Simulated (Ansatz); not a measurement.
# Dielectric response of CeO2 (111) films

How well do thin fluorite CeO2 (111) films screen a perpendicular field?

Main program and level: Ansatz 0.2.0; plane-wave DFT, PBE, Ansatz PAW, in the first sound run; inputs show where later runs differ.

## 1. Set-up

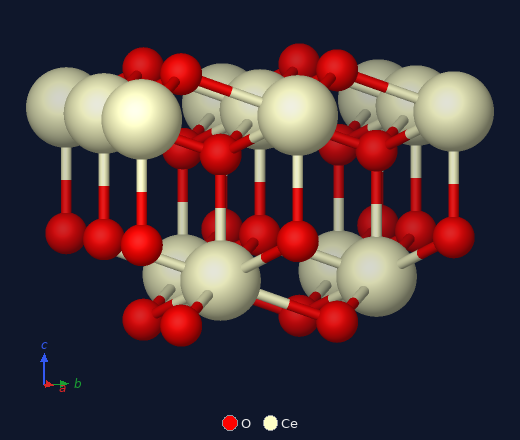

The starting structure, seen from the side, with the c axis up (oxygen red, cerium light yellow). 2×2×1 cells are drawn. Some periodic images of atoms are drawn too.

The cell holds 6 atoms: 4 O and 2 Ce. Cell: a = 3.825 Å, b = 3.825 Å, c = 22.685 Å, α = 90.0°, β = 90.0°, γ = 120.0°. It derives from CeO2 (fluorite CeO2). Vacuum lies along c.

Structure file:

```cif
data_structure
_symmetry_space_group_name_H-M 'P 1'
_symmetry_Int_Tables_number 1
_cell_length_a 3.8254
_cell_length_b 3.8254
_cell_length_c 22.6852
_cell_angle_alpha 90.000
_cell_angle_beta 90.000
_cell_angle_gamma 120.000
_cell_volume 287.50
loop_
_atom_site_label
_atom_site_type_symbol
_atom_site_fract_x
_atom_site_fract_y
_atom_site_fract_z
_atom_site_occupancy
O1 O 0.66667 0.33333 0.39673 1
Ce2 Ce 0.33333 0.66667 0.43116 1
O3 O 0.00000 0.00000 0.46558 1
O4 O 0.33333 0.66667 0.53442 1
Ce5 Ce 0.00000 0.00000 0.56884 1
O6 O 0.66667 0.33333 0.60327 1
```

## 2. Relaxing the film, 6 atoms, units 2

The structure is relaxed first, because levels and dipoles at a surface follow the positions of the outer atoms.

File input.yaml:

```yaml
crystal:
  lattice:
    - [3.82544769, 0.0, 0.0]
    - [-1.91272384, 3.31293488, 0.0]
    - [0.0, 0.0, 22.6851974345]
  atoms:
    - { symbol: O, position: [0.66666667, 0.33333333, 0.3967344797] }
    - { symbol: Ce, position: [0.33333333, 0.66666667, 0.4311563198] }
    - { symbol: O, position: [0.0, 0.0, 0.4655781599] }
    - { symbol: O, position: [0.33333333, 0.66666667, 0.5344218401] }
    - { symbol: Ce, position: [0.0, 0.0, 0.5688436802] }
    - { symbol: O, position: [0.66666667, 0.33333333, 0.6032655203] }
kpoints:
  mp_grid: { grid: [12, 12, 1] }
hamiltonian:
  xc: pbe
scf:
  occupations: { method: fixed }
  convergence: { dr2_threshold: 1.0e-09 }
efield:
  axis: 3
  dipole_correction: true
  ramp_position: 0.97
  ramp_width: 0.06
relax:
  f_tol: 0.003
  max_steps: 100
output:
  write_potential: true
  write_density: true
  volumetric_format: npy
```

Run with:

```
> ansatz run input.yaml --threads 4 --pin off --max-ram 16384MiB --backend cpu --events-out ev --progress --plain --runs-dir out
```

Numbers of over 12 decimals in the logs are rounded to 6 here.

Output:

```text
Engine: ansatz 0.2.0, aarch64-unknown-linux-gnu
Pseudopotentials: kind: paw
Pseudopotential: O, paw, valence charge 6, recommended cutoff 420 eV (normal), O.paw.azcp
Pseudopotential: Ce, paw, valence charge 12, recommended cutoff 420 eV (normal), Ce.paw.azcp
Functional definition: PBE
  parameter kappa = 0.804
  parameter beta = 0.066725
  exchange = pbe_x(kappa = kappa, mu = beta*pi^2/3)
  correlation = pbe_c(beta = beta)
Crystal: 6 atoms, lattice volume = 287.500 Å³
Basis set: ecut = 420 eV, 5643 PW (Γ), exchange–correlation on 54×54×320 points (8 copies of the dense FFT grid, shifted against one another)
Bands: 30, of which v1, the nominal top of the filled ones, is band 24 counted from 1 (23 counted from 0)
Symmetry: 6 space group operations
k-points: 19 of 144 (time reversal used)
Non-local potential: O, projectors of the file, l = 0: 2, l = 1: 2, l = 2: 1
Non-local potential: Ce, projectors of the file, l = 0: 3, l = 1: 2, l = 2: 2, l = 3: 3
PAW form: soft (Blöchl's): semilocal exchange-correlation on the pseudo side does not see the compensation charge
PAW one-centre angular grid: O, 110 points (default); XC on 64 Gauss nodes
PAW one-centre angular grid: Ce, 590 points (default); XC on 64 Gauss nodes
Initial density: superposition of atomic densities (neutral atoms: chi_scale 0, normalization atom), corrected by the library's trained network
Initial wavefunctions: pseudopotential atomic-orbital guess
Functional: x = pbe(κ = 0.804, μ = 0.219515), c = pbe(β = 0.066725)
SCF iter   1: F=—  HF=-15430.643029 eV  |F-HF|=—  |Δ(HF+E_count)|=         —  Δρ=2.99e-3  dr2=2.59e-2  ethr=1.77e-3  p=0.000 e·Å  D=4.50e-14 V/Å  ΔV_dip=-0.00 eV  dr2_dipole=1.65e-8  V_vac-E_F(+/−)=5.96/5.96 eV  ⟨swp⟩=3.6  Hψ=2264  notcnv=0  defer=16
efield: sawtooth ramp at fractional position 0.9700 (set: `efield.ramp_position`, or a place that a band, a saddle search or an elastic batch's reference lends), width 0.0600; the density the first Hamiltonian is built on has a dipole p = 0.000 e·Å; the dipole correction subtracts the counter field D = 4.50e-14 V/Å, which shifts the + side's vacuum level by -0.00 eV against the − side's; the planar-averaged density in the ramp window peaks in size at 7.1e-7 e/Å³
preconditioner: auto → Resta (q_TF=auto, 2.025 Å⁻¹)  ε∞=3.2  [insulator: Δε(μ)=1.906 eV  Ē_g=9.779 eV  n_scr=44 (ndim 8)  ℏωp=14.5 eV  f_vac=0.674  ε∞_Penn≈3.2  vacuum switching on, ρ_ref=6.9e-3 e/Å³]
SCF iter   2: F=—  HF=-15430.654894 eV  |F-HF|=—  |Δ(HF+E_count)|=   1.19e-2  Δρ=3.73e-3  dr2=4.12e-2  ethr=5.40e-5  p=-0.000 e·Å  D=-2.28e-5 V/Å  ΔV_dip=0.00 eV  dr2_dipole=3.59e-8  V_vac-E_F(+/−)=6.10/6.10 eV  ⟨swp⟩=2.3  Hψ=1279  notcnv=0  defer=43  κ⁻¹=1.0e0(r=1)
density mixer auto → broyden: gapped, with many states about μ (density of states about μ 0.45 of a free-electron gas's, 44 screened modes)
SCF iter   3: F=—  HF=-15430.652904 eV  |F-HF|=—  |Δ(HF+E_count)|=   1.99e-3  Δρ=1.57e-3  dr2=7.67e-3  ethr=5.40e-5  p=-0.000 e·Å  D=-8.68e-6 V/Å  ΔV_dip=0.00 eV  dr2_dipole=4.21e-9  V_vac-E_F(+/−)=6.15/6.15 eV  ⟨swp⟩=2.6  Hψ=855  notcnv=0  defer=50  κ⁻¹=4.2e-2(r=2)
SCF iter   4: F=—  HF=-15430.655051 eV  |F-HF|=—  |Δ(HF+E_count)|=   2.15e-3  Δρ=9.14e-4  dr2=2.91e-3  ethr=1.60e-5  p=0.000 e·Å  D=5.31e-6 V/Å  ΔV_dip=-0.00 eV  dr2_dipole=1.52e-9  V_vac-E_F(+/−)=6.21/6.21 eV  ⟨swp⟩=3.0  Hψ=878  notcnv=0  defer=65  κ⁻¹=9.1e-3(r=3)
SCF iter   5: F=—  HF=-15430.655792 eV  |F-HF|=—  |Δ(HF+E_count)|=   7.40e-4  Δρ=2.35e-4  dr2=1.87e-4  ethr=6.06e-6  p=0.000 e·Å  D=6.89e-6 V/Å  ΔV_dip=-0.00 eV  dr2_dipole=1.93e-9  V_vac-E_F(+/−)=6.31/6.31 eV  ⟨swp⟩=2.0  Hψ=854  notcnv=0  defer=74  κ⁻¹=7.6e-4(r=4)
SCF iter   6: F=—  HF=-15430.655756 eV  |F-HF|=—  |Δ(HF+E_count)|=   3.57e-5  Δρ=9.00e-5  dr2=2.38e-5  ethr=3.89e-7  p=-0.000 e·Å  D=-4.54e-6 V/Å  ΔV_dip=0.00 eV  dr2_dipole=1.63e-9  V_vac-E_F(+/−)=6.32/6.32 eV  ⟨swp⟩=2.0  Hψ=968  notcnv=0  defer=65  κ⁻¹=3.9e-4(r=5)
SCF iter   7: F=—  HF=-15430.655758 eV  |F-HF|=—  |Δ(HF+E_count)|=   1.58e-6  Δρ=4.61e-5  dr2=3.48e-6  ethr=4.95e-8  p=0.000 e·Å  D=1.45e-6 V/Å  ΔV_dip=-0.00 eV  dr2_dipole=3.79e-10  V_vac-E_F(+/−)=6.33/6.33 eV  ⟨swp⟩=2.1  Hψ=831  notcnv=0  defer=17  κ⁻¹=1.3e-5(r=6)
SCF iter   8: F=—  HF=-15430.655836 eV  |F-HF|=—  |Δ(HF+E_count)|=   7.78e-5  Δρ=2.41e-5  dr2=1.86e-6  ethr=7.26e-9  p=-0.000 e·Å  D=-5.47e-6 V/Å  ΔV_dip=0.00 eV  dr2_dipole=4.72e-9  V_vac-E_F(+/−)=6.34/6.34 eV  ⟨swp⟩=2.7  Hψ=1112  notcnv=0  defer=11  κ⁻¹=1.0e-5(r=7)
SCF iter   9: F=—  HF=-15430.655836 eV  |F-HF|=—  |Δ(HF+E_count)|=   1.06e-9  Δρ=1.01e-5  dr2=2.25e-7  ethr=3.87e-9  p=-0.000 e·Å  D=-1.59e-6 V/Å  ΔV_dip=0.00 eV  dr2_dipole=1.80e-10  V_vac-E_F(+/−)=6.34/6.34 eV  ⟨swp⟩=2.0  Hψ=699  notcnv=0  defer=8  κ⁻¹=5.8e-7(r=8)
SCF iter  10: F=—  HF=-15430.655836 eV  |F-HF|=—  |Δ(HF+E_count)|=   1.81e-7  Δρ=3.28e-6  dr2=2.86e-8  ethr=4.68e-10  p=0.000 e·Å  D=3.60e-6 V/Å  ΔV_dip=-0.00 eV  dr2_dipole=7.82e-10  V_vac-E_F(+/−)=6.34/6.34 eV  ⟨swp⟩=2.5  Hψ=1004  notcnv=0  defer=8  κ⁻¹=5.7e-7(r=8)
SCF iter  11: F=—  HF=-15430.655836 eV  |F-HF|=—  |Δ(HF+E_count)|=   3.81e-8  Δρ=1.40e-6  dr2=4.25e-9  ethr=5.96e-11  p=-0.000 e·Å  D=-1.93e-7 V/Å  ΔV_dip=0.00 eV  dr2_dipole=7.00e-12  V_vac-E_F(+/−)=6.34/6.34 eV  ⟨swp⟩=2.1  Hψ=839  notcnv=0  defer=8  κ⁻¹=2.4e-7(r=8)
SCF iter  12: F=—  HF=-15430.655836 eV  |F-HF|=—  |Δ(HF+E_count)|=   2.82e-8  Δρ=8.31e-7  dr2=2.07e-9  ethr=2.08e-12  p=0.000 e·Å  D=1.34e-7 V/Å  ΔV_dip=-0.00 eV  dr2_dipole=2.38e-12  V_vac-E_F(+/−)=6.34/6.34 eV  ⟨swp⟩=9.6  Hψ=4034  notcnv=0  κ⁻¹=4.5e-7(r=8)
SCF iter  13: F=-15430.655836 eV  HF=-15430.655836 eV  |F-HF|=1.22e-10  |Δ(HF+E_count)|=   2.03e-9  Δρ=3.20e-7  dr2=3.26e-10  ethr=2.08e-12  p=-0.000 e·Å  D=-7.53e-8 V/Å  ΔV_dip=0.00 eV  dr2_dipole=4.51e-13  V_vac-E_F(+/−)=6.34/6.34 eV  ⟨swp⟩=6.7  Hψ=3701  notcnv=0
SCF 1 converged in 13 iterations: F = -15430.655836 eV  dr2 = 3.26e-10
  greatest PAW one-centre occupation: 0.987 electrons in one spin orbital (limit 2), on the Ce atom at site 1 (counted from 0), in its partial waves of l = 0
relax step   1: F+E_penalty+E_count = -15430.65583578 eV  Δ(F+E_penalty+E_count) = +0.000e0 eV  max|allowed force component| = 2.909e-1 eV/Å  Δτ_max = 0.0000 Å  (13 SCF iters, accepted)
Initial density: handed on by an earlier stage of this run
Initial wavefunctions: those handed on with the density
iter 1 solved again at ethr=9.78e-5 eV; its pass at ethr=3.10e-3 eV (dr2=4.69e-2 eV) is discarded
[...]
SCF 3 converged in 11 iterations: F = -15430.665448 eV  dr2 = 3.46e-10
  greatest PAW one-centre occupation: 0.987 electrons in one spin orbital (limit 2), on the Ce atom at site 4 (counted from 0), in its partial waves of l = 0
relax step   3: F+E_penalty+E_count = -15430.66544816 eV  Δ(F+E_penalty+E_count) = -9.612e-3 eV  max|allowed force component| = 3.778e-2 eV/Å  Δτ_max = 0.0197 Å  (11 SCF iters, accepted)
[...]
relax step   4: F+E_penalty+E_count = -15430.66573669 eV  Δ(F+E_penalty+E_count) = -2.885e-4 eV  max|allowed force component| = 1.917e-2 eV/Å  Δτ_max = 0.0030 Å  (10 SCF iters, accepted)
[...]
relax step   5: F+E_penalty+E_count = -15430.66579338 eV  Δ(F+E_penalty+E_count) = -5.669e-5 eV  max|allowed force component| = 1.733e-2 eV/Å  Δτ_max = 0.0041 Å  (10 SCF iters, accepted)
SCF iter   1: F=—  HF=-15430.665774 eV  |F-HF|=—  |Δ(HF+E_count)|=         —  Δρ=1.65e-4  dr2=8.26e-5  ethr=1.92e-6  p=-0.000 e·Å  D=-2.70e-7 V/Å  ΔV_dip=0.00 eV  dr2_dipole=1.24e-12  V_vac-E_F(+/−)=6.34/6.34 eV  ⟨swp⟩=2.0  Hψ=1125  notcnv=0  defer=66
efield: sawtooth ramp at fractional position 0.9700 (set: `efield.ramp_position`, or a place that a band, a saddle search or an elastic batch's reference lends), width 0.0600; the density the first Hamiltonian is built on has a dipole p = -0.000 e·Å; the dipole correction subtracts the counter field D = -2.70e-7 V/Å, which shifts the + side's vacuum level by +0.00 eV against the − side's; the planar-averaged density in the ramp window peaks in size at 1.0e-6 e/Å³
preconditioner: auto → Resta (q_TF=auto, 2.025 Å⁻¹)  ε∞=3.2  [insulator: Δε(μ)=1.865 eV  Ē_g=9.745 eV  n_scr=44 (ndim 8)  ℏωp=14.5 eV  f_vac=0.672  ε∞_Penn≈3.2  vacuum switching on, ρ_ref=6.9e-3 e/Å³]
SCF iter   2: F=—  HF=-15430.665758 eV  |F-HF|=—  |Δ(HF+E_count)|=   1.64e-5  Δρ=1.01e-4  dr2=2.63e-5  ethr=1.72e-7  p=-0.000 e·Å  D=-5.47e-8 V/Å  ΔV_dip=0.00 eV  dr2_dipole=1.16e-13  V_vac-E_F(+/−)=6.35/6.35 eV  ⟨swp⟩=2.2  Hψ=1139  notcnv=0  defer=5  κ⁻¹=1.0e0(r=1)
density mixer auto → broyden: gapped, with many states about μ (density of states about μ 0.40 of a free-electron gas's, 44 screened modes)
SCF iter   3: F=—  HF=-15430.665750 eV  |F-HF|=—  |Δ(HF+E_count)|=   7.94e-6  Δρ=5.85e-5  dr2=8.85e-6  ethr=5.49e-8  p=-0.000 e·Å  D=-8.60e-8 V/Å  ΔV_dip=0.00 eV  dr2_dipole=6.52e-13  V_vac-E_F(+/−)=6.35/6.35 eV  ⟨swp⟩=2.0  Hψ=868  notcnv=0  defer=5  κ⁻¹=8.3e-2(r=2)
SCF iter   4: F=—  HF=-15430.665752 eV  |F-HF|=—  |Δ(HF+E_count)|=   2.03e-6  Δρ=3.36e-5  dr2=3.57e-6  ethr=1.84e-8  p=0.000 e·Å  D=5.38e-8 V/Å  ΔV_dip=-0.00 eV  dr2_dipole=1.55e-12  V_vac-E_F(+/−)=6.35/6.35 eV  ⟨swp⟩=2.8  Hψ=1158  notcnv=0  defer=5  κ⁻¹=4.1e-2(r=3)
SCF iter   5: F=—  HF=-15430.665824 eV  |F-HF|=—  |Δ(HF+E_count)|=   7.27e-5  Δρ=9.86e-6  dr2=2.05e-7  ethr=7.43e-9  p=-0.000 e·Å  D=-6.12e-9 V/Å  ΔV_dip=0.00 eV  dr2_dipole=7.58e-15  V_vac-E_F(+/−)=6.35/6.35 eV  ⟨swp⟩=2.1  Hψ=722  notcnv=0  defer=5  κ⁻¹=8.0e-4(r=4)
SCF iter   6: F=—  HF=-15430.665825 eV  |F-HF|=—  |Δ(HF+E_count)|=   1.06e-7  Δρ=2.92e-6  dr2=2.07e-8  ethr=4.28e-10  p=-0.000 e·Å  D=-9.24e-9 V/Å  ΔV_dip=0.00 eV  dr2_dipole=1.43e-14  V_vac-E_F(+/−)=6.35/6.35 eV  ⟨swp⟩=2.2  Hψ=865  notcnv=0  defer=5  κ⁻¹=1.0e-4(r=5)
SCF iter   7: F=—  HF=-15430.665825 eV  |F-HF|=—  |Δ(HF+E_count)|=   1.31e-8  Δρ=9.87e-7  dr2=2.21e-9  ethr=4.30e-11  p=0.000 e·Å  D=1.79e-8 V/Å  ΔV_dip=-0.00 eV  dr2_dipole=3.13e-15  V_vac-E_F(+/−)=6.35/6.35 eV  ⟨swp⟩=2.3  Hψ=977  notcnv=0  defer=5  κ⁻¹=5.8e-6(r=6)
SCF iter   8: F=-15430.665825 eV  HF=-15430.665825 eV  |F-HF|=1.64e-11  |Δ(HF+E_count)|=   1.15e-9  Δρ=4.43e-7  dr2=5.72e-10  ethr=2.08e-12  p=0.000 e·Å  D=1.22e-8 V/Å  ΔV_dip=-0.00 eV  dr2_dipole=3.61e-13  V_vac-E_F(+/−)=6.34/6.34 eV  ⟨swp⟩=9.2  Hψ=3885  notcnv=0
SCF 6 converged in 8 iterations: F = -15430.665825 eV  dr2 = 5.72e-10
relax step   6: F+E_penalty+E_count = -15430.66582459 eV  Δ(F+E_penalty+E_count) = -3.121e-5 eV  max|allowed force component| = 1.593e-4 eV/Å  Δτ_max = 0.0018 Å  (8 SCF iters, accepted)
NSCF: frozen V_eff on 19 k-points
the band table was solved once a step of the walk had ended and its energy, with any forces and stress, was formed, with the checks that follow a solve (2984 applications of the Hamiltonian). They found nothing against the state; the energy, forces and stress were not computed again (output.eigenvalues in the input reference)
WARN: The output density's exchange-correlation potential varies sharply where the density is thin. Do not read a vacuum level from v_tot or v_xc, or from such a field of the output density. On a cell that repeats whose density bears no net charge and no dipole along the vacuum's axis use v_es (v_loc + v_h of the components); under efield.dipole_correction with no amplitude use v_es + v_field, which holds any externa [...]
SCF converged after 8 iterations
Stability not checked: this state was not tested for a lower state beside it, because the mixer in use, unlike msr1, does not test its closes by its own steps (another_mixer; see scf.mixing.algorithm and scf.lower_state_search)
Free energy (F): -15430.665825 eV
Harris-Foulkes:  -15430.665825 eV  (|F-HF|=1.64e-11)
Internal energy: -15430.665825 eV  (E = F + TS)
E sigma→0 (E₀):  -15430.665825 eV
Fermi energy:    -1.486018 eV
Dipole field:    D = 0.000001 V/Å  (p = 0.000001 e·Å, saw-weighted, corrected)
Work function:   Φ+ = 6.3450 eV   Φ− = 6.3450 eV
Levels:          The Fermi level and band energies are counted from a zero that moves with the ramp; work functions are not
--- Per-component energies (eV) ---
  E_band       = -539.592623
  E_kinetic    = 1467.087455
  E_local      = -35700.405681  (includes V_loc(G=0)·N_el)
  E_nonlocal   = 68.066683
  E_hartree    = 17286.159551
  E_xc         = -755.194990
  E_vxc        = -889.080158  (∫ρ·V_xc dr)
  E_paw        = -11573.059485  (= ΣΔE_a)
  E_vpaw       = -57.588676  (= ΣTr[D̂ρ^β])
  E_aug_tail   = 0.009631  (compensation charges beyond the density's cutoff)
  E_efield     = 0.000000  (sawtooth field / dipole correction)
  E_vefield    = 0.000000  (∫n·V_field dr)
  E_ewald      = 13776.671011
  E_smearing   = -0.000000  (= −TS)
  E_closure    = 0.000000  (closes the sum)
  Σ components = -15430.665825   (vs F -15430.665825, Δ=0.00e0)
--- Forces (eV/Å), atoms counted from 1 ---
  atom   1  O      0.00000000    -0.00000000    -0.00002244
  atom   2  Ce     0.00000000    -0.00000000     0.00007498
  atom   3  O      0.00000000     0.00000000    -0.00015932
  atom   4  O      0.00000000    -0.00000000     0.00015484
  atom   5  Ce    -0.00000000     0.00000000    -0.00007164
  atom   6  O     -0.00000000     0.00000000     0.00002349
  max |Σ_I F_I| component: 8.03e-8 eV/Å
--- Band table (eV; the first three rows and the last of 19) ---
  k-point 0: bands = [... 20 lower, -2.0182, -2.0182, -1.9567, -1.9567, 0.3785, 0.5220, 0.5220, 0.5989, ... 2 higher]
  k-point 1: bands = [... 20 lower, -2.0967, -1.9805, -1.8862, -1.8020, 0.3877, 0.5182, 0.5279, 0.5987, ... 2 higher]
  k-point 2: bands = [... 20 lower, -2.1894, -1.9470, -1.8167, -1.5937, 0.4119, 0.5078, 0.5452, 0.5978, ... 2 higher]
  k-point 18: bands = [... 20 lower, -2.2087, -1.9684, -1.9684, -1.5656, 0.4494, 0.5358, 0.5358, 0.5411, ... 2 higher]
--- Relaxed structure (6 steps of the walk, 5 accepted, 0 SCFs on fresh bases) ---
  F+E_penalty+E_count = -15430.66582459 eV   max|allowed force component| = 1.593e-4 eV/Å
  atoms:
    - { symbol: O, position: [0.666667, 0.333333, 0.396077] }
    - { symbol: Ce, position: [0.333333, 0.666667, 0.430702] }
    - { symbol: O, position: [2.353391719089678e-19, 4.706783432027417e-19, 0.466651] }
    - { symbol: O, position: [0.333333, 0.666667, 0.533349] }
    - { symbol: Ce, position: [0, 1.9945360564126348e-19, 0.569298] }
    - { symbol: O, position: [0.666667, 0.333333, 0.603923] }
```

Run time: 27 s. Hardware: 4 threads of Arm Neoverse V1, shared host; peak memory 0.6 GiB; 1.7 min of CPU time.

The steps of the relaxation:

| step | energy less that of the first step (eV) | largest force component (eV/Å) |
| --- | --- | --- |
| 1 | 0.0000 | 0.2909 |
| 2 | 0.0100 | 0.4375 |
| 3 | -0.0096 | 0.0378 |
| 4 | -0.0099 | 0.0192 |
| 5 | -0.0100 | 0.0173 |
| 6 | -0.0100 | 0.0002 |

Relaxation step 2 was tried and not accepted.

Forces are held to the 6 operations that the run works with; a distortion that breaks them can't arise in this run.

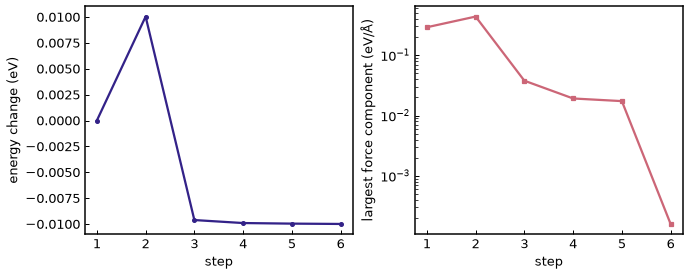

Energy and largest force along the relaxation.

The atoms that moved most (Å):

| atom | dx | dy | dz | length |
| --- | --- | --- | --- | --- |
| O4 | 0.000 | 0.000 | -0.024 | 0.024 |
| O3 | 0.000 | 0.000 | 0.024 | 0.024 |
| O6 | 0.000 | 0.000 | 0.015 | 0.015 |
| O1 | 0.000 | 0.000 | -0.015 | 0.015 |
| Ce5 | 0.000 | 0.000 | 0.010 | 0.010 |
| Ce2 | 0.000 | 0.000 | -0.010 | 0.010 |

Final coordinates:

```xyz
6
Lattice="3.8254 0.0000 0.0000 -1.9127 3.3129 0.0000 0.0000 0.0000 22.6852" Properties=species:S:1:pos:R:3
O     1.9127    1.1043    8.9851
Ce    0.0000    2.2086    9.7706
O     0.0000    0.0000   10.5861
O     0.0000    2.2086   12.0991
Ce    0.0000    0.0000   12.9146
O     1.9127    1.1043   13.7001
```

This step gave:

```yaml
gap_on_the_k_mesh: 1.865 eV
dipole_along_the_normal: 1.09e-6 e·Å
ionisation_energy_upper_face: 6.345 eV
electron_affinity_upper_face: 4.480 eV
```

Running mean over 3.123 Å of the planar mean; the ramp of the sawtooth is left out. The electron's electrostatic potential energy less the highest filled level by z:

| z (Å) | electron's electrostatic potential energy less the highest filled level (eV) |
| --- | --- |
| 3 | 6.34 |
| 4 | 6.34 |
| 5 | 6.34 |
| 6 | 6.32 |
| 7 | 5.79 |
| 8 | 1.60 |
| 9 | -3.58 |
| 10 | -5.23 |
| 11 | -5.18 |
| 12 | -5.22 |
| 13 | -5.14 |
| 14 | -2.11 |
| 15 | 3.30 |
| 16 | 6.16 |
| 17 | 6.34 |
| 18 | 6.34 |
| 19 | 6.34 |

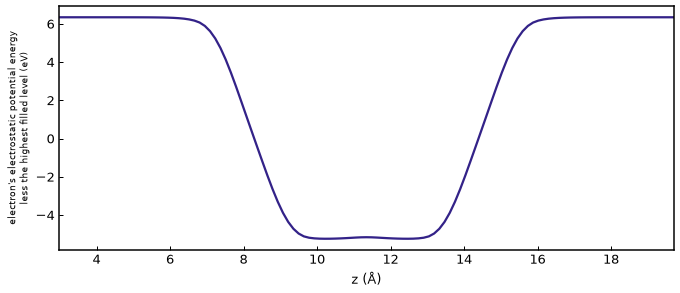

Electron's electrostatic potential energy less the highest filled level, plotted against z.

The relaxation took 6 steps and lowered the energy by 0.0100 eV; the largest force on the free atoms ends at 1.6e-4 eV/Å.

The gap is 1.86 eV, with the valence edge 6.34 eV and the conduction edge 4.48 eV under the upper vacuum level.

[end of part 1 of 6]

[Logs are printed without paths, hosts, clocks, repeated set-up lines and the standing remarks that a program may print on its own settings, such as how far it seeks lower states.]

[Hosts, paths, dates, database ids (printed as entryN), source tags and the programs' standing remarks are cut or masked in the printed files.]

[Maps of the electrostatic potential energy from Ansatz leave out the sawtooth potential of an applied field or a dipole correction, so their vacuum need not be flat; planar profiles and work functions include it.]
